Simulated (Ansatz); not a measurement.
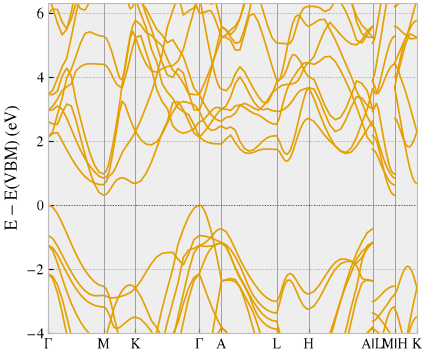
*Band structure from the program Ansatz at the PBEsol level (PAW)*

Q: Read off the gap and where the band edges lie.

A: About 0.3 eV (0.31 eV by a search for the band edges); maximum at Γ, minimum at M.

The material is BAs in space group P6_422 (No. 181; B on 3c, As on 3d).

The start of the workflow was typed in or built on a structure type; neither database checked (COD, Materials Project) lists it. It is not the phase usual at ambient conditions (space group No. 216). Symmetry was held in the PBEsol relaxation; of distortions, only those at the zone centre were tested. Its formation energy is positive at this level, so the cell may be metastable or incomplete. Scalar-relativistic: spin–orbit coupling is off unless named, which matters more the heavier the elements.

Potentials: the later of the program's two PAW sets.
